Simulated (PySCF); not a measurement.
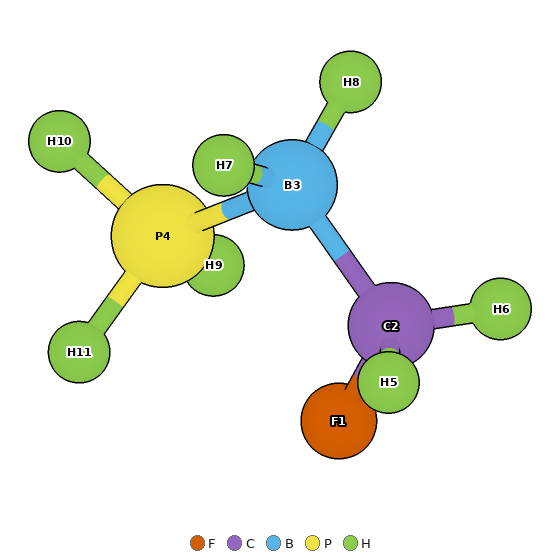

The molecule: CH₇BFP, SMILES FC[BH2-][PH3+].

GIAO shifts, PBE0/pcSseg-1 in PySCF, at a GFN2-xTB geometry (no frequency check), against TMS for ¹H computed at the same level. Gas phase, fully decoupled, line heights follow the number of nuclei, widths are arbitrary (no quadrupolar broadening); values of one conformer, averaged over methyl-type rotors and exact or near symmetry; other conformers aren't averaged in.

Q: Which ¹H signals does it give?

A: 3 signals.


```tsv
δ (ppm)	nuclei	atoms
4.90	2	H5, H6
3.63	3	H9, H10, H11
2.03	2	H7, H8
```

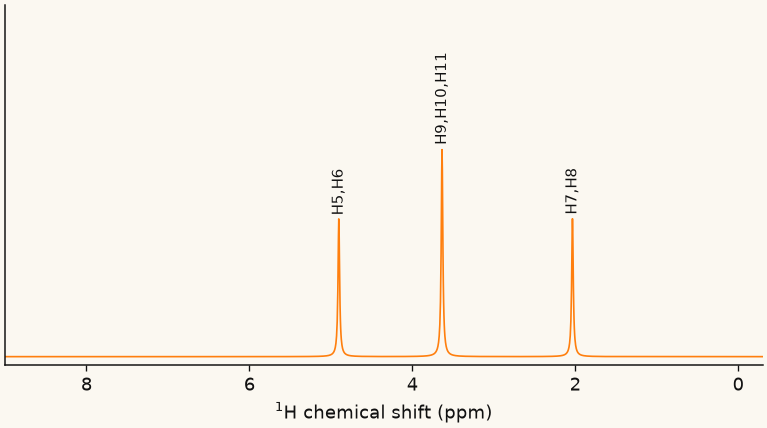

Caveats: the tight-binding geometry is rougher than a DFT one and adds to the error.
